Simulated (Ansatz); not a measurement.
# CH6BGeNO: geometry relaxation (part 2 of 2)

CH6BGeNO; RKS PBE-D4/def2-SVP (Ansatz 0.2.0). The geometry: force-field start.

Geometry of the input (Å):
```
O  -1.3035  2.7241  -0.2470
B  -0.8651  1.6703  0.5714
C  -0.3100  0.3886  -0.1083
N  0.2220  -0.5652  0.6358
Ge 0.8505  -2.1254  -0.1300
H  -0.5653  3.3722  -0.3906
H  -0.8908  1.7612  1.7538
H  -0.1985  0.3398  -1.1848
H  -0.2229  -2.7754  -0.9599
H  2.0839  -1.7540  -0.9551
H  1.2651  -3.0932  1.0352
```

### Trajectory as extended XYZ, continued
```
11
Properties=species:S:1:pos:R:3:forces:R:3 step=5 energy=-61840.37652
O    -1.0019    2.6832   -0.4128    0.2438   0.4128  -0.1133
B    -0.7121    1.7207    0.5048   -0.1705   0.2263   0.0581
C    -0.3148    0.3202   -0.1064    0.1329  -0.0679  -0.0036
N     0.1701   -0.5965    0.6614    0.0318   0.0346   0.0063
Ge    0.8713   -2.1784   -0.1068   -0.0523  -0.0067  -0.0310
H    -1.0522    3.6056   -0.0805   -0.1823  -0.4830   0.0938
H    -0.7290    1.9460    1.7067    0.0782  -0.0354  -0.0755
H    -0.3659    0.2258   -1.2305   -0.0790  -0.0488   0.0368
H    -0.1732   -2.8204   -1.0678    0.0180  -0.0096  -0.0051
H     2.1613   -1.8243   -0.9020   -0.0144  -0.0025   0.0283
H     1.2117   -3.1387    1.0543   -0.0061  -0.0199   0.0052
11
Properties=species:S:1:pos:R:3:forces:R:3 step=6 energy=-61840.38064
O    -1.0057    2.7408   -0.4227   -0.3097   0.1796  -0.1417
B    -0.7165    1.7440    0.4401    0.8266  -0.4977   0.4647
C    -0.2724    0.3343   -0.1442   -0.2210   0.3982  -0.3226
N     0.2199   -0.5448    0.6561   -0.0141  -0.2552   0.0339
Ge    0.8480   -2.1742   -0.0873    0.1192   0.0018   0.0145
H    -1.2110    3.5746    0.0372    0.0170   0.0529  -0.0284
H    -0.5921    1.8911    1.6513   -0.3253   0.1780  -0.0920
H    -0.3443    0.1930   -1.2622   -0.0583  -0.1057   0.0269
H    -0.1746   -2.8032   -1.0816   -0.0217   0.0622   0.0305
H     2.1693   -1.8657   -0.8426    0.0335  -0.0075  -0.0177
H     1.1447   -3.1469    1.0763   -0.0461  -0.0067   0.0318
11
Properties=species:S:1:pos:R:3:forces:R:3 step=7 energy=-61840.43134
O    -1.1001    2.7287   -0.3975    0.0682  -0.1638   0.2033
B    -0.6529    1.7567    0.4538    0.0123   0.1324  -0.0616
C    -0.2721    0.3486   -0.1700    0.1330  -0.1948   0.0214
N     0.3204   -0.5212    0.5877   -0.1133   0.2953  -0.2705
Ge    0.8994   -2.1875   -0.1001   -0.0946   0.0087   0.0191
H    -1.2808    3.5692    0.0652    0.0068  -0.0898  -0.0442
H    -0.5155    1.9639    1.6525   -0.0393   0.0041  -0.0930
H    -0.5001    0.1786   -1.2713    0.0419  -0.0560   0.2779
H    -0.1274   -2.7332   -1.1384    0.0395  -0.0008  -0.0656
H     2.2967   -1.9974   -0.7640   -0.0806  -0.0074   0.0758
H     0.9977   -3.1634    1.1027    0.0261   0.0721  -0.0628
11
Properties=species:S:1:pos:R:3:forces:R:3 step=8 energy=-61840.44282
O    -1.1224    2.7032   -0.3909    0.0563   0.1225   0.0480
B    -0.6162    1.7667    0.4575   -0.1804  -0.0381  -0.0678
C    -0.2606    0.3533   -0.1646    0.0797  -0.2177   0.0766
N     0.3608   -0.5048    0.5806   -0.0985   0.1653  -0.2760
Ge    0.8798   -2.1890   -0.1078    0.1251   0.0315   0.0332
H    -1.3044    3.5508    0.0589   -0.0091  -0.1081  -0.0579
H    -0.4852    1.9964    1.6487    0.0954  -0.0122  -0.0191
H    -0.5619    0.1470   -1.2422    0.0785   0.0247   0.2792
H    -0.0994   -2.7025   -1.2121    0.0161   0.0080   0.0453
H     2.3071   -2.0241   -0.7128   -0.0796   0.0023   0.0406
H     0.9677   -3.1539    1.1053   -0.0836   0.0217  -0.1022
11
Properties=species:S:1:pos:R:3:forces:R:3 step=9 energy=-61840.46983
O    -1.1887    2.6659   -0.3782   -0.0258   0.0018   0.0036
B    -0.6022    1.7640    0.4557   -0.0364   0.1414   0.0142
C    -0.3089    0.3311   -0.1405    0.0969   0.1041   0.2516
N     0.4267   -0.4776    0.5417    0.0345  -0.0543   0.0432
Ge    0.9068   -2.1706   -0.1248   -0.0271   0.0129  -0.0079
H    -1.3314    3.5320    0.0445    0.0092  -0.0083   0.0039
H    -0.3074    2.0576    1.6052    0.0001  -0.0389  -0.0538
H    -0.7254    0.0822   -1.1476   -0.1104  -0.1087  -0.2308
H     0.0086   -2.6306   -1.3128   -0.0252   0.0193  -0.0530
H     2.3790   -2.0484   -0.5756    0.1057  -0.0205  -0.0280
H     0.8084   -3.1627    1.0529   -0.0215  -0.0489   0.0570
11
Properties=species:S:1:pos:R:3:forces:R:3 step=10 energy=-61840.47539
O    -1.2630    2.6338   -0.3669    0.0134   0.0711   0.0184
B    -0.5900    1.7885    0.4571   -0.0074  -0.1950  -0.2265
C    -0.3002    0.3394   -0.1019   -0.1766  -0.4298  -0.2927
N     0.4894   -0.4551    0.5379    0.1288   0.0237   0.0289
Ge    0.9273   -2.1670   -0.1384   -0.0515   0.1071   0.0653
H    -1.3744    3.5184    0.0248   -0.0496   0.0294   0.0061
H    -0.2144    2.1079    1.5592    0.0718   0.1583   0.2345
H    -0.8044    0.0209   -1.0713    0.1134   0.1838   0.1834
H     0.0632   -2.5364   -1.3881    0.0113   0.0140   0.0026
H     2.4365   -2.1290   -0.5083   -0.0686  -0.0034   0.0327
H     0.6952   -3.1785    1.0164    0.0150   0.0408  -0.0528
11
Properties=species:S:1:pos:R:3:forces:R:3 step=11 energy=-61840.46979 accepted=F
O    -1.3146    2.6081   -0.3526    0.1447  -0.0389   0.2572
B    -0.5687    1.7852    0.4434   -0.0256   0.1572   0.2479
C    -0.3353    0.3149   -0.0898    0.3405  -0.3077  -0.0493
N     0.5413   -0.4344    0.5038   -0.3698   0.2560  -0.1443
Ge    0.9380   -2.1558   -0.1471    0.0614  -0.1083   0.0038
H    -1.4132    3.5005    0.0294    0.0075  -0.0415  -0.0375
H    -0.0882    2.1536    1.5294   -0.2062  -0.0724  -0.4615
H    -0.8994   -0.0183   -1.0186    0.1078   0.0540   0.2225
H     0.1355   -2.4694   -1.4621    0.0717  -0.0024   0.1252
H     2.4762   -2.1705   -0.4064   -0.1712  -0.0329   0.0076
H     0.5938   -3.1710    0.9911    0.0391   0.1370  -0.1716
11
Properties=species:S:1:pos:R:3:forces:R:3 step=12 energy=-61840.48390
O    -1.2866    2.6276   -0.3580    0.0110  -0.0627  -0.0049
B    -0.5843    1.7773    0.4403   -0.0023  -0.0206  -0.0439
C    -0.2927    0.3162   -0.1101   -0.0897   0.1277  -0.0306
N     0.5238   -0.4411    0.5385    0.0630  -0.0432   0.0508
Ge    0.9293   -2.1556   -0.1318    0.0015   0.0176   0.0015
H    -1.4062    3.5073    0.0445    0.0064  -0.0396   0.0007
H    -0.1803    2.1258    1.5371    0.0163  -0.0083   0.0080
H    -0.7907   -0.0195   -1.0664   -0.0129   0.0756   0.0222
H     0.0627   -2.4678   -1.3931    0.0050  -0.0221  -0.0137
H     2.4387   -2.1574   -0.4860   -0.0090  -0.0189   0.0175
H     0.6516   -3.1697    1.0056    0.0108  -0.0055  -0.0077
11
Properties=species:S:1:pos:R:3:forces:R:3 step=13 energy=-61840.48777
O    -1.3236    2.5930   -0.3425   -0.0236   0.0848   0.0262
B    -0.5640    1.7854    0.4462   -0.0201   0.0366  -0.0053
C    -0.2740    0.3306   -0.1024   -0.0025  -0.0185  -0.0216
N     0.5393   -0.4416    0.5345    0.0008   0.0143   0.0138
Ge    0.9244   -2.1593   -0.1364   -0.0009  -0.0071  -0.0097
H    -1.4610    3.4811    0.0389    0.0280  -0.1049  -0.0141
H    -0.1236    2.1628    1.5189    0.0078   0.0112   0.0027
H    -0.7855    0.0181   -1.0586    0.0036   0.0012   0.0059
H     0.0823   -2.4652   -1.4164    0.0032  -0.0065  -0.0047
H     2.4406   -2.1899   -0.4542    0.0045  -0.0075   0.0051
H     0.6105   -3.1721    0.9925   -0.0009  -0.0037   0.0016
11
Properties=species:S:1:pos:R:3:forces:R:3 step=14 energy=-61840.48900
O    -1.3518    2.5900   -0.3247   -0.0104   0.0155   0.0015
B    -0.5585    1.7900    0.4375    0.0081   0.0033   0.0103
C    -0.2701    0.3351   -0.1141   -0.0048   0.0005  -0.0088
N     0.5435   -0.4364    0.5236    0.0039  -0.0088  -0.0019
Ge    0.9241   -2.1611   -0.1359   -0.0023   0.0096   0.0039
H    -1.4819    3.4727    0.0674    0.0032  -0.0186  -0.0009
H    -0.0854    2.1740    1.4945   -0.0003   0.0061  -0.0044
H    -0.7850    0.0209   -1.0674    0.0018  -0.0015   0.0006
H     0.1013   -2.4703   -1.4279    0.0026  -0.0008  -0.0012
H     2.4456   -2.2069   -0.4261    0.0006  -0.0037   0.0015
H     0.5836   -3.1649    0.9936   -0.0023  -0.0017  -0.0006
11
Properties=species:S:1:pos:R:3:forces:R:3 step=15 energy=-61840.48936
O    -1.3982    2.5721   -0.2979    0.0813  -0.0677   0.0635
B    -0.5429    1.7975    0.4278   -0.0586   0.0484  -0.0138
C    -0.2564    0.3424   -0.1245    0.0143  -0.0052  -0.0079
N     0.5595   -0.4293    0.5105   -0.0034  -0.0068  -0.0034
Ge    0.9240   -2.1636   -0.1344   -0.0063   0.0126  -0.0031
H    -1.5277    3.4522    0.0985   -0.0077   0.0197   0.0031
H    -0.0231    2.2019    1.4571   -0.0211  -0.0027  -0.0471
H    -0.7806    0.0264   -1.0723    0.0054  -0.0052   0.0065
H     0.1288   -2.4598   -1.4476    0.0054  -0.0030   0.0103
H     2.4522   -2.2393   -0.3858   -0.0222  -0.0052   0.0105
H     0.5297   -3.1575    0.9889    0.0130   0.0151  -0.0187
11
Properties=species:S:1:pos:R:3:forces:R:3 step=16 energy=-61840.48942
O    -1.3959    2.5733   -0.2977    0.0245  -0.0385   0.0463
B    -0.5471    1.7964    0.4306    0.0072   0.0513  -0.0386
C    -0.2573    0.3427   -0.1240   -0.0089   0.0018   0.0078
N     0.5585   -0.4287    0.5111   -0.0035  -0.0150  -0.0082
Ge    0.9219   -2.1612   -0.1373    0.0214  -0.0188   0.0179
H    -1.5261    3.4536    0.0987   -0.0020   0.0071  -0.0037
H    -0.0240    2.2045    1.4556   -0.0234  -0.0140  -0.0128
H    -0.7796    0.0268   -1.0726    0.0014  -0.0009   0.0013
H     0.1272   -2.4641   -1.4487    0.0042   0.0092   0.0063
H     2.4503   -2.2429   -0.3811   -0.0066   0.0097  -0.0128
H     0.5376   -3.1573    0.9860   -0.0142   0.0080  -0.0034
11
Properties=species:S:1:pos:R:3:forces:R:3 step=17 energy=-61840.48964
O    -1.3907    2.5739   -0.3001    0.0050   0.0046   0.0015
B    -0.5449    1.7966    0.4288   -0.0173  -0.0002   0.0114
C    -0.2565    0.3418   -0.1239    0.0059   0.0104   0.0068
N     0.5583   -0.4295    0.5127    0.0031  -0.0049  -0.0086
Ge    0.9231   -2.1612   -0.1359    0.0013  -0.0087   0.0058
H    -1.5221    3.4542    0.0961   -0.0029  -0.0016  -0.0036
H    -0.0349    2.1996    1.4613    0.0070  -0.0023  -0.0076
H    -0.7787    0.0250   -1.0719   -0.0004  -0.0026  -0.0066
H     0.1237   -2.4634   -1.4441   -0.0001   0.0053  -0.0015
H     2.4495   -2.2382   -0.3904    0.0004   0.0027  -0.0011
H     0.5388   -3.1557    0.9880   -0.0019  -0.0027   0.0034
```

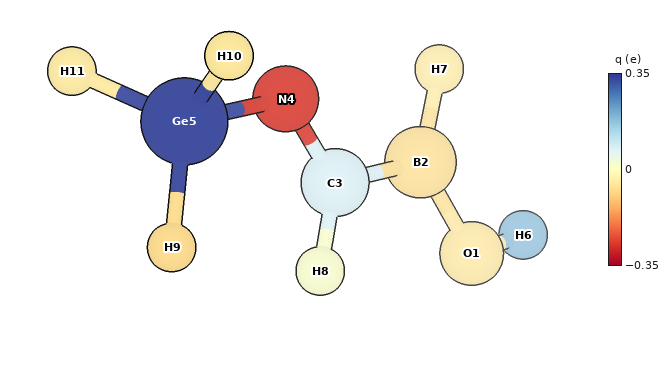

Mulliken charges, as the colour of each atom (ball-and-stick view, seen at a tilt; atoms are numbered from 1 in the order of the input). By element: O −0.06, B −0.07, C +0.08, N −0.28, Ge +0.33 and H −0.08 to +0.19 e.
